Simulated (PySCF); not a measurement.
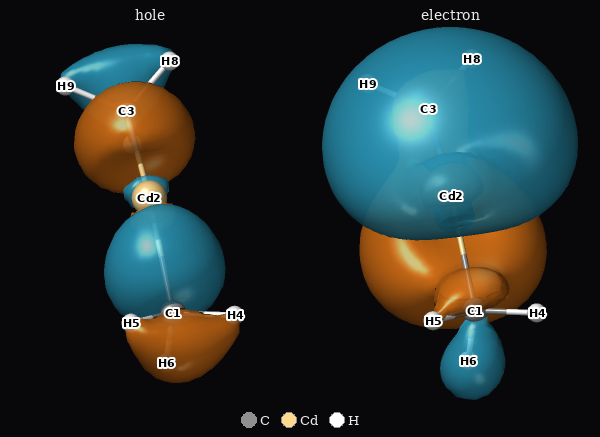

Figure. C$_{2}$H$_{6}$Cd, SMILES `C[Cd]C`. Leading natural transition orbital pair of S₁ (TDA singlet states); the surfaces enclose about 70 % of each orbital's density.

PySCF calculation, ωB97X/def2-SVPD, gas phase; geometry: GFN2-xTB. Core potentials replace the inner electrons of Cd; spin–orbit coupling isn't included. No frequency check shows the geometry to be a minimum. GFN2-xTB bond lengths at metals and heavier atoms can be off by up to 0.1 Å and shapes distorted, which carries into these values.

What kind of excitation is it, and where does it lie?

Answer. 5.42 eV (229 nm), f = 0.070, ligand-to-metal charge transfer; the leading pair carries 99 %; hole on C1 and C3 (30 % each) and Cd2 (23 %), electron on Cd2 (78 %) and C1 and C3 (5 % each); their centroids lie 0.8 Å apart. In canonical orbitals it is mainly HOMO → LUMO (86 %). The HOMO–LUMO gap is 10.10 eV.
